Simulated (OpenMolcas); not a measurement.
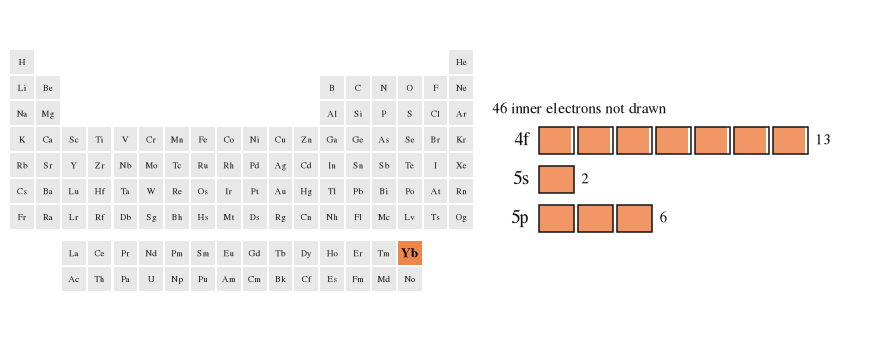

**Figure 1.** Left, the place of ytterbium in the periodic table; right, the outer shells of the leading configuration of the lowest level: a box for each of the 2l + 1 orbitals, shaded by the share of the shell that is filled, with the electron count at the right.

Multiconfigurational calculation for Yb³⁺ complex

- system: Yb³⁺ with 6 ligands (O; octahedron, 2.198 Å), embedded in MgO by model potentials and point charges, whose field is part of the energies.
- method: state-averaged CASSCF, active space 13 electrons in the shell 4f, basis ANO-RCC-VDZP on the metal and ANO-RCC-VDZP on the ligands, DKH2 scalar Hamiltonian, spin-orbit coupling by RASSI with atomic mean-field integrals (OpenMolcas)

**Input**
```
&GATEWAY
Basis set
Yb.ANO-RCC-VDZP.
Yb1 0.0 0.0 0.0 Angstrom
End of basis
Basis set
O.ANO-RCC-VDZP.
L1 2.198000 0.000000 0.000000 Angstrom
L2 0.000000 2.198000 0.000000 Angstrom
L3 0.000000 0.000000 2.198000 Angstrom
End of basis
Basis set
Mg.EMB-AIMP.Pascual.10s4p.1s1p.ECP.MgO.
PseudoCharge
* 3 symmetry-unique lattice sites within 7.6 angstrom
End of basis
Basis set
Mg.EMB-AIMP.Pascual.0s.0s.ECP.MgO.
PseudoCharge
* 40 symmetry-unique lattice sites within 7.6 angstrom
End of basis
Basis set
O.EMB-AIMP.Pascual.0s.0s.ECP.MgO.
PseudoCharge
* 55 symmetry-unique lattice sites within 7.6 angstrom
End of basis
Symmetry
XYZ
AngMom=0.0 0.0 0.0
AMFI
RICD
XField
997 Angstrom 0
* Evjen-weighted lattice charges
&SEWARD
&RASSCF
FileOrb=start.orb
Symmetry=2
Spin=2
nActEl=13 0 0
Inactive=30 27
Ras2=0 7
CIRoot=7 7 1
SDav=7
CIMx=300
Iter=150 100
PrWF=0.3
OrbListing=Nothing
MaxOrb=0
LevShft=1.0
>>> COPY $Project.JobIph JOB001
&RASSI
NrOfJobIphs=1 7
1 2 3 4 5 6 7
IphNames
JOB001
EJob
SpinOrbit
DIPRint=1.0
SOCoupling=1000.0
Subsets=2
Property=9
'ANGMOM' 1 'ANGMOM' 2 'ANGMOM' 3 'MLTPL  1' 1 'MLTPL  1' 2 'MLTPL  1' 3
'AMFI' 1 'AMFI' 2 'AMFI' 3
SOProperty=3
'ANGMOM' 1 'ANGMOM' 2 'ANGMOM' 3
```

The file start.orb holds starting orbitals from an earlier step. A driver script formed the levels outside the program, from RASSI's spin-orbit matrix and the active-space energies, averaged over the components of each term or state.

Hardware: 1 thread of Arm Neoverse V1, 24 GiB of memory available, shared host.

Command:
```bash
OMP_NUM_THREADS=1 MOLCAS_MEM=2457 MOLCAS_PROJECT=a pymolcas a.inp > a.log  # once for each step of the input, in one work folder
```

**Output (extracts)**
```
--- SEWARD ---
Basis set label: YB.ANO-RCC...7S6P4D2F1G.

      Electronic valence basis set:
      ------------------
      Associated Effective Charge  70.000000 au
      Associated Actual Charge     70.000000 au
      Nuclear Model: Point charge

      Shell  nPrim  nBasis  Cartesian Spherical Contaminant
         s      25       7        X
         p      22       6        X
         d      15       4                 X
         f      11       2                 X
         g       4       1                 X
                  Relativistic Douglas-Kroll-Hess integrals:
                    - DKH order of Hamiltonian: 2
                    - DKH order of Properties : 0
                  Atomic mean-field integrals
--- RASSCF ---
Wave function specifications:
      -----------------------------

      Number of closed shell electrons         114
      Number of electrons in active shells      13
      Max number of holes in RAS1 space          0
      Max nr of electrons in RAS3 space          0
      Number of inactive orbitals               57
      Number of active orbitals                  7
      Number of secondary orbitals             112
      Spin quantum number                      0.5
      State symmetry                             2
Orbital specifications:
      -----------------------

      Symmetry species                           1   2
                                                ag  au
      Frozen orbitals                            0   0
      Inactive orbitals                         30  27
      Active orbitals                            0   7
      RAS1 orbitals                              0   0
      RAS2 orbitals                              0   7
      RAS3 orbitals                              0   0
      Secondary orbitals                        60  52
      Deleted orbitals                           0   0
      Number of basis functions                 90  86
      Number of CSFs                             7
      Number of root(s) required                 7
      Iter CI   SX   CI       RASSCF       Energy    max ROT     max BLB   max BLB  Level Ln srch  Step   QN
          iter iter root      energy       change     param      element    value   shift minimum  type update
 Nr of preliminary CI iterations:   1
      Total energies have been shifted. Add               -14000.00 au
        1   1    9    0  -503.56565505    0.00E+00  -5.10E-02   31  38 2  5.83E-01*  2.15   0.00    SX    NO
        2   1    9    0  -505.12781767   -1.56E+00* -4.49E-02   15  83 2  2.47E-01*  1.53   0.00    SX    NO
        3   1    9    0  -505.60180566   -4.74E-01* -3.25E-02   30  33 1  1.61E-01*  1.50   0.00    SX    NO
        4   1    9    0  -505.68872173   -8.69E-02* -2.06E-02   30  33 1  9.76E-02*  1.36   0.00    SX    NO
        5   1    8    0  -505.71465133   -2.59E-02*  3.02E-02   30  33 1  6.35E-02*  1.37   1.92    QN   YES
        6   1    8    0  -505.72971437   -1.51E-02* -5.42E-03   31  38 2 -1.73E-02*  1.31   1.08    QN   YES
        7   1    8    0  -505.73108973   -1.38E-03* -2.40E-03   29  36 2  6.35E-03*  1.33   1.29    QN   YES
        8   1    7    0  -505.73145912   -3.69E-04* -1.04E-03   29  36 2  3.20E-03*  1.33   1.44    LS   YES
        9   1    7    0  -505.73149683   -3.77E-05*  6.33E-04   14  48 2 -1.90E-03*  1.33   1.01    QN   YES
       10   1    7    0  -505.73153927   -4.24E-05*  4.10E-04   27  75 2  9.33E-04*  1.33   1.65    LS   YES
        ...
       19   1    5    0  -505.73155613   -5.72E-08*  9.15E-06   31  38 2 -1.03E-04*  1.33   1.10    QN   YES
       20   1    5    0  -505.73155615   -1.84E-08* -9.15E-06   30  48 1  2.12E-05   1.33   2.50    QN   YES
       21   1    4    0  -505.73155614    1.01E-08* -5.75E-06   14  35 1  1.13E-05   1.33   0.10    LS   YES
       22   1    5    0  -505.73155614    2.74E-09  -6.74E-06   30  33 1  1.66E-05   1.33  -0.25    QN   YES
      Convergence after 22 iterations
       23   1    5    0  -505.73155614   -2.99E-09  -6.74E-06   30  33 1  8.53E-06   1.33  -0.25    QN   YES
      Natural orbitals and occupation numbers for root  1
      sym 2:   2.000000   2.000000   2.000000   2.000000   2.000000   2.000000   1.000000
      Natural orbitals and occupation numbers for root  2
      sym 2:   1.000000   2.000000   2.000000   2.000000   2.000000   2.000000   2.000000
      Natural orbitals and occupation numbers for root  3
      sym 2:   2.000000   2.000000   2.000000   1.000000   2.000000   2.000000   2.000000
::    RASSCF root number  1 Total energy: -14505.73374030
::    RASSCF root number  2 Total energy: -14505.73374030
::    RASSCF root number  3 Total energy: -14505.73374030
::    RASSCF root number  4 Total energy: -14505.73039627
::    RASSCF root number  5 Total energy: -14505.73039627
::    RASSCF root number  6 Total energy: -14505.73039627
::    RASSCF root number  7 Total energy: -14505.72848327
--- RASSI ---
SPIN-FREE ENERGIES:
  (Shifted by EMIN (a.u.) =     -14505.7337403026)

 SF State       Relative EMIN(au)   Rel lowest level(eV)    D:o, cm**(-1)

     1             0.0000000000        0.0000000000              0.0000
     2             0.0000000000        0.0000000000              0.0000
     3             0.0000000000        0.0000000000              0.0000
     4             0.0033440301        0.0909956935            733.9298
     5             0.0033440301        0.0909956935            733.9298
     6             0.0033440301        0.0909956935            733.9298
     7             0.0052570334        0.1430511666           1153.7855
     Dipole printing threshold changed to   1.00000000E+00
Eigenvalues of complex Hamiltonian:
   -----------------------------------
  (Shifted by EMIN (a.u.) =     -14505.7337403026)

 SO State       Relative EMIN(au)   Rel lowest level(eV)    D:o, cm**(-1)

     1            -0.0202826117        0.0000000000              0.0000
     2            -0.0202826117        0.0000000000              0.0000
     3            -0.0182513754        0.0552727558            445.8048
     4            -0.0182513754        0.0552727558            445.8048
     5            -0.0182513753        0.0552727583            445.8049
     6            -0.0182513753        0.0552727583            445.8049
     7            -0.0158850158        0.1196646792            965.1607
     8            -0.0158850158        0.1196646792            965.1607
     9             0.0283504458        1.3233729108          10673.7224
    10             0.0283504457        1.3233729089          10673.7223
    11             0.0283504458        1.3233729108          10673.7224
    12             0.0283504457        1.3233729089          10673.7223
    13             0.0312586102        1.4025080964          11311.9907
    14             0.0312586102        1.4025080964          11311.9907
Weights of the five most important spin-orbit-free states for each spin-orbit state.

 SO State  Total energy (au)           Spin-free states, spin, and weights
 -------------------------------------------------------------------------------------------------------
    1        -0.020283       1 0.5  0.3333    2 0.5  0.3333    3 0.5  0.3333    5 0.5  0.0000    6 0.5  0.0000
    2        -0.020283       1 0.5  0.3333    2 0.5  0.3333    3 0.5  0.3333    5 0.5  0.0000    6 0.5  0.0000
    3        -0.018251       6 0.5  0.3701    3 0.5  0.2442    5 0.5  0.2086    2 0.5  0.1272    4 0.5  0.0306
    4        -0.018251       6 0.5  0.3690    3 0.5  0.2448    5 0.5  0.2107    2 0.5  0.1259    4 0.5  0.0296
    5        -0.018251       4 0.5  0.3755    1 0.5  0.2412    5 0.5  0.1976    2 0.5  0.1333    6 0.5  0.0362
    6        -0.018251       4 0.5  0.3766    1 0.5  0.2405    5 0.5  0.1955    2 0.5  0.1346    6 0.5  0.0372
    7        -0.015885       7 0.5  0.5515    6 0.5  0.1495    5 0.5  0.1495    4 0.5  0.1495    2 0.5  0.0000
    8        -0.015885       7 0.5  0.5515    6 0.5  0.1495    5 0.5  0.1495    4 0.5  0.1495    2 0.5  0.0000
    9         0.028350       3 0.5  0.3812    6 0.5  0.2369    2 0.5  0.1975    5 0.5  0.1344    1 0.5  0.0306
   10         0.028350       1 0.5  0.3756    4 0.5  0.2410    2 0.5  0.2087    5 0.5  0.1261    3 0.5  0.0250
   11         0.028350       3 0.5  0.3812    6 0.5  0.2369    2 0.5  0.1975    5 0.5  0.1344    1 0.5  0.0306
   12         0.028350       1 0.5  0.3756    4 0.5  0.2410    2 0.5  0.2087    5 0.5  0.1261    3 0.5  0.0250
```

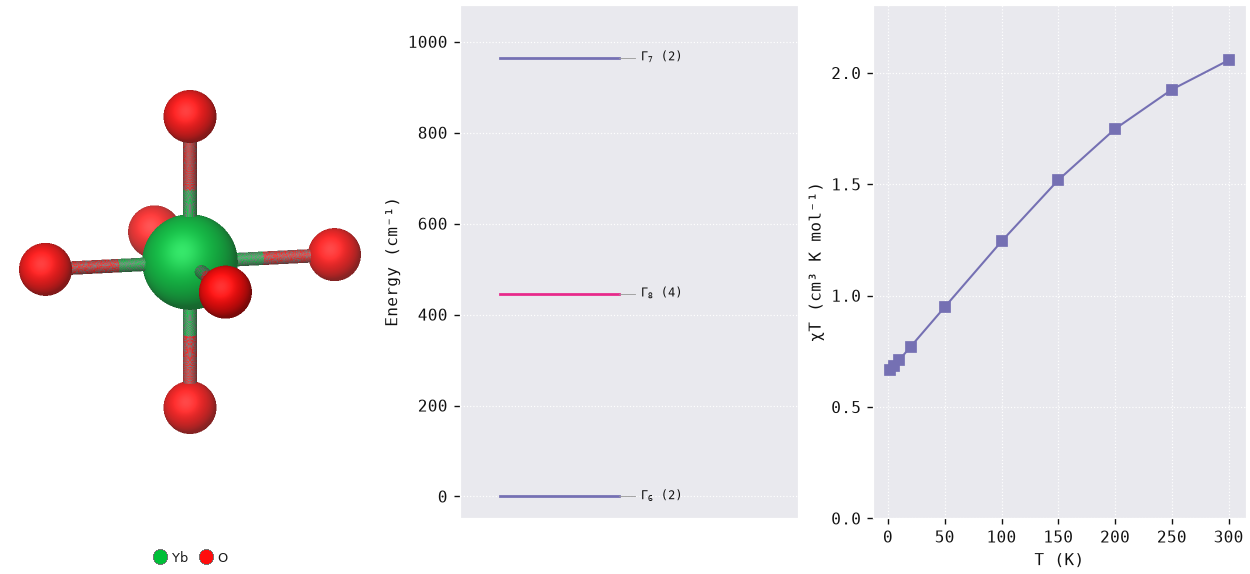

**Figure 2.** Yb³⁺ (4f¹³) as a dopant in MgO, a cluster with its 6 nearest O²⁻ at 2.198 Å (octahedron) embedded in model potentials and point charges; the geometry was set, not optimised, and its levels and susceptibility. Labels give the representation in O, Td, D4 or D3 as the site allows (double group for half-integer spin) where it could be assigned and, in brackets, the degeneracy; spin-free states, where drawn, share the zero of the spin-orbit levels. Powder susceptibility by Van Vleck's formula. The ground level is Γ₆, a Kramers doublet, 100 % from states of spin multiplicity 2, effective J = 3.48, with |mJ| = 1/2 the largest share (58 %). Its principal g values are 2.64, 2.64 and 2.64, isotropic. The next level lies at 446 cm⁻¹ (Γ₈). The lowest J multiplet spreads over 965 cm⁻¹. χT is 0.665 cm³ K mol⁻¹ at 2 K and 2.06 at 300 K, an effective moment of 4.06 μB. The active orbitals hold 99 to 100 % metal character (Löwdin), and the Mulliken charge of the metal is +2.69.

**Key numbers**

```tsv
quantity	value
outcome	converged
energy of the lowest spin-free term	−14505.73374 hartree
energy of the lowest spin-orbit level	−14505.75402 hartree
largest spread among components of a term	0.0 cm⁻¹
wall time	25 s
peak memory	0.6 GiB
```

**Remarks**

Without dynamic correlation the splittings between terms come out too large, often by 20 to 50 %. Limits: the geometry is set by hand, with no relaxation.
